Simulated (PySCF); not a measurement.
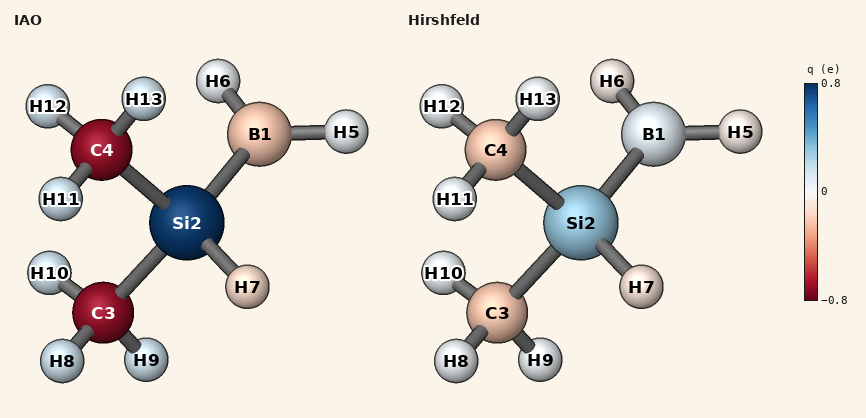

Atomic charges of one calculation by 2 schemes, on one colour scale. The geometry was computed by an optimisation with GFN2-xTB. No frequency run is at hand to confirm it as a minimum. Level of theory: PBE0/pcSseg-1 (PySCF 2.14.0).

Which scheme gives the most polar picture (largest mean size of the charges)?

The IAO charges are the largest in size here.

On which atom do the schemes disagree most?

On C3 (from −0.70 to −0.21 e); C4 (from −0.70 to −0.21 e).

List the charges (e), one line for each set of equivalent atoms.

```csv
atom,IAO,Hirshfeld
B1,−0.21,0.09
Si2,0.77,0.30
"C3, C4",−0.70,−0.21
H5,0.03,−0.06
H6,0.03,−0.05
H7,−0.14,−0.10
"H8, H11",0.16,0.04
"H9, H13",0.15,0.04
"H10, H12",0.15,0.04
```

The geometry is semi-empirical. Around B, Si such bond lengths and angles can be off by a tenth of an ångström or more and by several degrees, and values that hang on the shape move with them.
